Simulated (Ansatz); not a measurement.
```xyz
10
Lattice="2.9235 0.0000 0.0000 0.0000 2.9235 0.0000 0.0000 0.0000 14.5708" Properties=species:S:1:pos:R:3 pbc="T T T"
Al    0.0000    0.0000   13.1494
Al    0.0000    0.0000    1.4214
Al    0.0000    0.0000    4.4511
Al    0.0000    0.0000    7.2854
Al    0.0000    0.0000   10.1197
Co    1.4618    1.4618    0.0000
Co    1.4618    1.4618    5.8933
Co    1.4618    1.4618    8.6775
Ru    1.4618    1.4618    2.9418
Ru    1.4618    1.4618   11.6290
```

Space group P4/mmm; a structure generated by program, which may or may not match a known phase; computed without spin polarisation.

All numbers below come from DFT PBE, scalar-relativistic, plane waves, PAW (Ansatz).

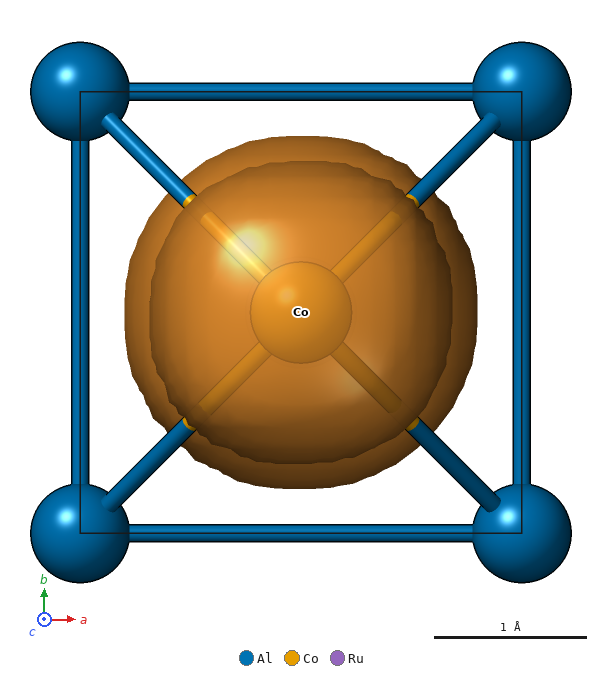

Al₅Co₃Ru₂. Isosurface of the valence charge density (pseudo) at 0.4 e/Å³ (orange), seen along the c axis. Sticks mark near contacts.

The density is the valence pseudo-density of a PAW calculation; it isn't the true density close to the nuclei.

How is the density connected at this value?

Answer. At this value the density breaks into separate islands; it holds about 75 % of the electrons treated as valence (semicore included). It bridges none of the near contacts. It is pinched off along the sampled Al–Co (2.49 Å), Al–Ru (2.56 Å), Co–Co (2.78 Å) and Al–Al (2.83 Å) contacts. On the grid the lowest density along these lines, outside the cores, is 0.25 e/Å³ (Al–Co, 2.49 Å), 0.27 e/Å³ (Al–Ru, 2.56 Å), 0.28 e/Å³ (Co–Co, 2.78 Å) and 0.22 e/Å³ (Al–Al, 2.83 Å).
